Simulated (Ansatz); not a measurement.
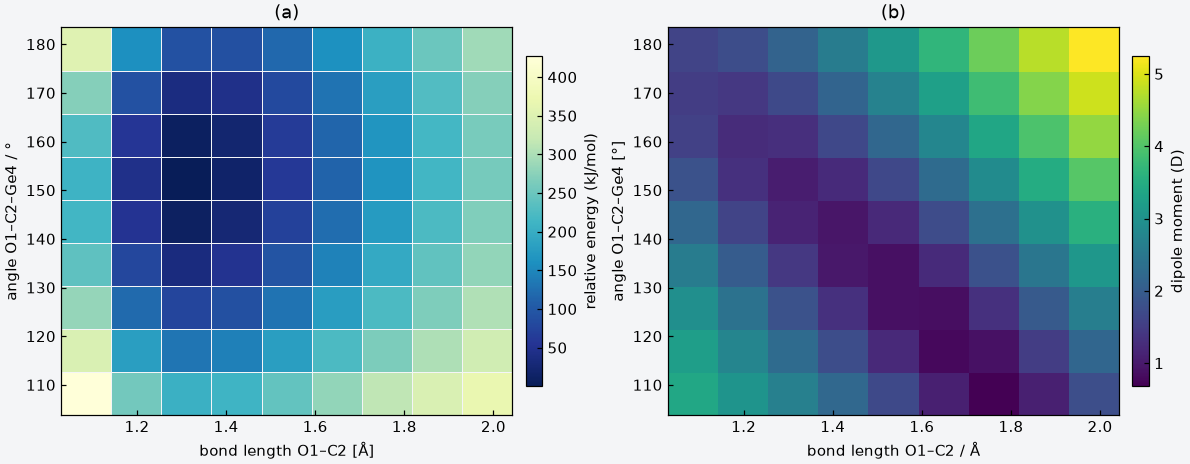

CH₃GeNO, SMILES O[C]1=[N][GeH2]1. First axis: bond length O1–C2. Second axis: angle O1–C2–Ge4. Nothing is relaxed (all other coordinates rigid). The scan uses a 9 × 9 grid. Points are written as (first, second). Energies: kJ/mol, counted from the relaxed molecule at the same level. The reference is spin-restricted, which grows unreliable where a bond is stretched far. The calculation used RKS PBE0-D4/def2-TZVP in Ansatz.

Panel (a) is the energy; panel (b) is the computed dipole moment, in D.

In the figure: one coloured cell a grid point.

Q: How does the dipole moment vary over the map, and what is it at the lowest grid point?

A: Leaving out the highest fifth of the energies, it runs from 0.78 D at (1.649 Å, 117.0°) to 4.75 D at (1.874 Å, 179.0°). At the lowest grid point, (1.311 Å, 152.4°), it is 1.06 D.

```tsv
angle O1–C2–Ge4 ↓, bond length O1–C2 →	1.086	1.198	1.311	1.423	1.536	1.649	1.761	1.874	1.986
179.0	1.61	1.75	2.11	2.59	3.11	3.67	4.22	4.75	5.24
170.1	1.50	1.43	1.69	2.14	2.68	3.26	3.83	4.39	4.90
161.3	1.57	1.24	1.30	1.67	2.19	2.78	3.37	3.96	4.50
152.4	1.83	1.31	1.06	1.22	1.68	2.26	2.87	3.48	4.05
143.6	2.19	1.60	1.12	0.94	1.20	1.73	2.35	2.98	3.58
134.7	2.58	1.99	1.43	0.98	0.87	1.23	1.82	2.47	3.09
125.9	2.93	2.39	1.84	1.31	0.87	0.85	1.32	1.97	2.62
117.0	3.22	2.76	2.26	1.75	1.22	0.78	0.89	1.49	2.16
108.2	3.39	3.05	2.65	2.20	1.69	1.09	0.68	1.08	1.77
```
